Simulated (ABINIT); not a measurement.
# SiC (P6_3mc): G0W0 with ABINIT, start to end, part 3 of 3

How does a plane-wave GW calculation on SiC (P6_3mc) run from the first input to the gap?

ABINIT 10.8.3; PBE and many-body steps on it, plane waves. Known limits of the many-body steps: not at the basis limit; coarse k mesh.

So far. Step 4 (Empty states on the mesh, 3×3×2 mesh, 156 bands): On this mesh the gap is 3.011 eV. The earlier step found 2.228 eV, so this mesh misses an edge. Step 5 (Screening, 3×3×2 mesh, 142 bands, screening to 130.6 eV): Local fields lower ε∞ by 9 %. On a Γ-centred mesh this coarse the value itself is usually too large, while a short band sum pulls it down.

## Step 6: Self-energy, 3×3×2 mesh, 142 bands, screening to 130.6 eV

The self-energy is evaluated for the states that the input lists, and the levels follow from it, in one-shot runs by the linearised quasiparticle equation.

This step: G0W0 on PBE, plane waves, norm-conserving pseudopotentials.

run.abi

```
acell 3*1.0 Angstrom
rprim 
  3.075694149693 -0.000000000023 0.000000000000
  -1.537847074826 2.663629267917 0.000000000000
  0.000000000000 0.000000000000 10.070646480000
ntypat 2
znucl 14 6
natom 8
typat 1 1 1 1 2 2 2 2
xred 
  0.666666666667 0.333333333333 0.937841980000
  0.333333333333 0.666666666667 0.437841980000
  0.000000000000 0.000000000000 0.687894380000
  0.000000000000 0.000000000000 0.187894380000
  0.666666666667 0.333333333333 0.749802590000
  0.333333333333 0.666666666667 0.249802590000
  0.000000000000 0.000000000000 0.500460050000
  0.000000000000 0.000000000000 0.000460050000
pp_dirpath "pseudos"
pseudos "Si.upf, C.upf"
ecut 37
ngkpt 3 3 2
nshiftk 1
shiftk 0 0 0
kptopt 1
chksymbreak 0
istwfk *1
occopt 1
irdwfk 1
optdriver 4
nband 142
gwcalctyp 0
ecutsigx 37
symsigma 1
nkptgw 2
kptgw 
  0.0000000000 0.0000000000 0.0000000000
  0.3333333333 0.0000000000 0.0000000000
bdgw 
  15 18
  15 18
ecuteps 4.8
irdscr 1
ppmodel 1
indata_prefix "in"
outdata_prefix "out"
tmpdata_prefix "tmp"
```

Command:

```
$ OMP_NUM_THREADS=1 mpirun -n 4 abinit run.abi > log
```

Numbers of over 12 decimals in the logs are rounded to 6 here.

Output:

```text
.Version 10.8.3 of ABINIT. v10.8.2 released Aug 2026.

 Symmetries : space group P6_3 m c (#186); Bravais hP (primitive hexag.)
[... echo of the input left out ...]
== DATASET  1 ==================================================================
-   mpi_nproc: 4, omp_nthreads: 1 (-1 if OMP is not activated)

--- !DatasetInfo
iteration_state: {dtset: 1, }
dimensions: {natom: 8, nkpt: 6, mband: 142, nsppol: 1, nspinor: 1, nspden: 1, mpw: 6030, }
cutoff_energies: {ecut:  37.0, pawecutdg:  -1.0, }
electrons: {nelect:   3.20000000E+01, charge:   0.00000000E+00, occopt:   1.00000000E+00, tsmear:   1.00000000E-02, }

 SIGMA: Calculation of the GW corrections

 Based on a program developped by R.W. Godby, V. Olevano, G. Onida, and L. Reining.
 Incorporated in ABINIT by V. Olevano, G.-M. Rignanese, and M. Torrent.
.Using double precision arithmetic ; gwpc =  8

[... cell and pseudopotentials left out ...]
--------------------------------------------------------------------------------

 ==== K-mesh for the wavefunctions ====
 Number of points in the irreducible wedge :     6
[... list of points left out ...]
 Together with 12 symmetry operations and time-reversal symmetry
 yields    18 points in the full Brillouin Zone.

 ==== Q-mesh for screening function ====
 Number of points in the irreducible wedge :     6
[... list of points left out ...]
 Together with 12 symmetry operations and time-reversal symmetry
 yields    18 points in the full Brillouin Zone.

 vcoul_init : cutoff-mode = AUXILIARY_FUNCTION
 q-points for optical limit:   1
     1)      0.000010    0.000020    0.000030
 setmesh: FFT mesh size selected  =    27x   27x  108
          total number of points  =        78732

 Number of electrons calculated from density =   32.0000; Expected =   32.0000
 average of density, n =  0.057475
 r_s =    1.6075
 omega_plasma =   23.1257 [eV]

 === KS Band Gaps ===
  >>>> For spin  1
   Minimum direct gap =   3.8565 [eV], located at k-point      :   0.3333  0.0000  0.0000
   Fundamental gap    =   3.0114 [eV], Top of valence bands at :   0.0000  0.0000  0.0000
                                       Bottom of conduction at :   0.3333  0.0000  0.0000
 SIGMA fundamental parameters:
 PLASMON POLE MODEL  1
 number of plane-waves for SigmaX                 5975
 number of plane-waves for SigmaC and W            265
 number of plane-waves for wavefunctions          5975
 number of bands                                   142
 number of independent spin polarizations            1
 number of spinorial components                      1
 number of k-points in IBZ                           6
 number of q-points in IBZ                           6
 number of symmetry operations                      12
 number of k-points in BZ                           18
 number of q-points in BZ                           18
 number of frequencies for dSigma/dE                 9
 frequency step for dSigma/dE [eV]                0.25
 number of omega for Sigma on real axis              0
 max omega for Sigma on real axis  [eV]           0.00
 zcut for avoiding poles [eV]                     0.10

 EPSILON^-1 parameters (SCR file):
 dimension of the eps^-1 matrix on file            265
 dimension of the eps^-1 matrix used               265
 number of plane-waves for wavefunctions          5975
 number of bands                                   142
 number of q-points in IBZ                           6
 number of frequencies                               2
 number of real frequencies                          1
 number of imag frequencies                          1

 matrix elements of self-energy operator (all in [eV])

 Perturbative Calculation

--- !SelfEnergy_ee
iteration_state: {dtset: 1, }
kpoint     : [   0.000,    0.000,    0.000, ]
spin       : 1
KS_gap     :    5.111
QP_gap     :    5.920
Delta_QP_KS:    0.809
data: !SigmaeeData |
     Band     E0 <VxcDFT>   SigX SigC(E0)      Z dSigC/dE  Sig(E)    E-E0       E
       15   6.937 -15.028 -17.086   2.294   0.805  -0.242 -14.838   0.190   7.128
       16   6.937 -15.028 -17.086   2.294   0.805  -0.242 -14.838   0.190   7.128
       17  12.049 -12.102  -6.533  -4.346   0.816  -0.225 -11.103   0.999  13.048
       18  12.628 -12.011  -6.347  -4.452   0.815  -0.227 -11.023   0.987  13.615

--- !SelfEnergy_ee
iteration_state: {dtset: 1, }
kpoint     : [   0.333,    0.000,    0.000, ]
spin       : 1
KS_gap     :    3.856
QP_gap     :    4.592
Delta_QP_KS:    0.736
data: !SigmaeeData |
     Band     E0 <VxcDFT>   SigX SigC(E0)      Z dSigC/dE  Sig(E)    E-E0       E
       15   5.565 -14.060 -16.006   2.039   0.807  -0.238 -13.985   0.075   5.640
       16   6.092 -14.663 -16.967   2.389   0.804  -0.244 -14.595   0.068   6.160
       17   9.949 -10.768  -5.967  -3.833   0.829  -0.206  -9.965   0.803  10.752
       18  10.185 -10.837  -6.112  -3.751   0.829  -0.206 -10.029   0.808  10.992

== END DATASET(S) ==============================================================
================================================================================

 -outvars: echo values of variables after computation  --------
           etotal      0.0000000000E+00
            nband         142
             nkpt           6
          spgroup         186
 [... the other variables as echoed above ...]

 Calculation completed.
```

Run time: 7.7 s. Hardware: 4 MPI ranks of AMD EPYC 9R45, shared host; peak memory 0.91 GiB; 30 s of CPU time.

This step gave:

- G0W0 gap on the points computed: 3.624 eV
- starting gap on the mesh: 3.011 eV
- k of the valence top: 0, 0, 0
- k of the conduction bottom: 0.3333, 0, 0
- Z at the valence top: 0.805
- Z at the conduction bottom: 0.829
- least direct G0W0 gap on the computed points: 4.592 eV

The gap on the mesh goes from 3.01 eV to 3.62 eV, a correction of +0.61 eV. The start differs from the 2.23 eV found before because the two sample other k points.

Limits: finite bands, cutoff and mesh; coarse k mesh. v1 is the top filled band, c1 the lowest empty one. Levels before and after the correction, in eV, zero at the valence-band top of each column:

```csv
,conduction bottom,valence top
Kohn-Sham,3.01,0.00
G0W0,3.62,0.00
```

```csv
,level,energy (eV)
Kohn-Sham,Γ v2-v1,0.000
Kohn-Sham,Γ c1,5.111
Kohn-Sham,Γ c2,5.690
Kohn-Sham,(0.333 0 0) v2,-1.372
Kohn-Sham,(0.333 0 0) v1,-0.845
Kohn-Sham,(0.333 0 0) c1,3.011
Kohn-Sham,(0.333 0 0) c2,3.247
G0W0,Γ v2-v1,0.000
G0W0,Γ c1,5.920
G0W0,Γ c2,6.487
G0W0,(0.333 0 0) v2,-1.488
G0W0,(0.333 0 0) v1,-0.968
G0W0,(0.333 0 0) c1,3.624
G0W0,(0.333 0 0) c2,3.864
```

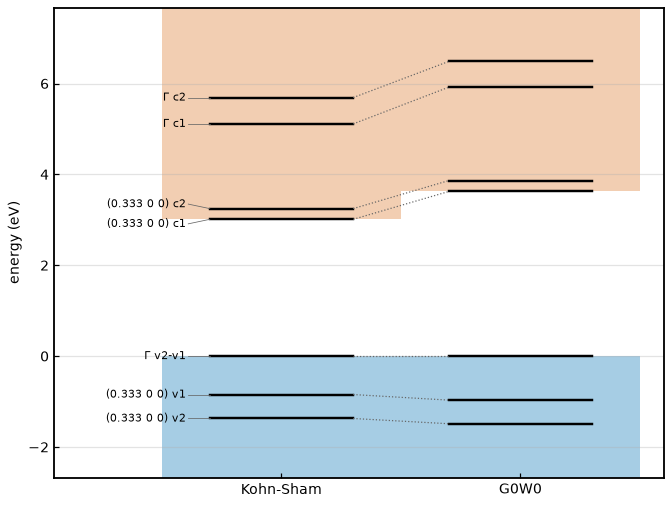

Levels before and after the correction. Shaded: valence and conduction bands.

## Step 7: Where the time went

Times are wall times on 4 MPI ranks of AMD EPYC 9R45, shared host, good to a factor of about two.

```csv
step,time,share,memory (GiB)
ground state,11 s,12 %,0.4
bands along the symmetry lines,18 s,20 %,0.4
empty states on the mesh,37 s,41 %,0.43
screening,15 s,17 %,1.1
self-energy,7.7 s,9 %,0.91
```

## Step 8: What came out

| Quantity | Value |
| --- | --- |
| PBE gap | 2.23 eV, indirect |
| G0W0 gap on the mesh | 3.62 eV |
| G0W0 gap over the zone (rigid shift) | 2.84 eV |
| GW settings | 3×3×2 mesh, 142 bands, screening to 130.6 eV, Godby-Needs plasmon pole |
| known limits | not at the basis limit; coarse k mesh |

G0W0 moves the gap on the mesh from 3.01 eV to 3.62 eV (+0.61 eV), with Z of 0.81 and 0.83 at the edges. The mesh misses the band edges by 0.78 eV in all; a rigid shift gives 2.84 eV for the zone. Local fields lower the RPA ε∞ on this mesh from 10.38 to 9.49; a Γ-centred mesh this coarse tends to raise both, most where the direct gap is narrow, while a short band sum lowers them. Only 2 of the mesh's irreducible points were corrected, so a valley elsewhere could overtake. The dearest step here is «empty states on the mesh». Against experiment, by G0W0@PBE: the gap of 2.84 eV lies −0.44 eV from the measured 3.285 eV (kind not stated, quoted 2018); the gap of 2.84 eV lies −0.42 eV from the measured 3.26 eV (kind not stated, quoted 2020); the gap of 2.84 eV lies −0.36 eV from the measured 3.2 eV (kind not stated, quoted 2020). The calculation has static nuclei and no excitons; a measured gap holds zero-point and thermal motion, which mostly lowers it. Bands and cutoff are finite, so the gap is not at the basis limit. The miss can reach some tenths of an eV and take either sign; the mesh is an error of its own. In the G0W0 run levels were corrected at 2 k points alone, so a gap called «on the mesh» is the least over those, and an edge elsewhere would be missed. A denser mesh or path gives a starting gap of 2.23 eV: the GW mesh misses a band edge, so its gaps are not the fundamental one. The 3×3×2 mesh is coarse for this cell, which bears on the long-range parts of exchange and screening.

[Paths, hosts, dates, memory and timing lines, banners, echoed tables and standing remarks are left out of the program output.]

[Logs are printed without paths, hosts, clocks, repeated set-up lines and the standing remarks that a program may print on its own settings, such as how far it seeks lower states.]

[Runs of the session that timed out or met a known fault of the program may be left out.]

[Hosts, paths, dates, database ids (printed as entryN), source tags and the programs' standing remarks are cut or masked in the printed files.]

[G0W0 gaps are taken among the corrected bands and points alone; a level outside them can change the order at an edge.]

[Where Ansatz stands beside ABINIT at settings called matched, ABINIT's density can come from a denser mesh and the files from another edition; pairs whose starting gaps differed by over 0.03 eV were left out, so agreement reads better than it is.]
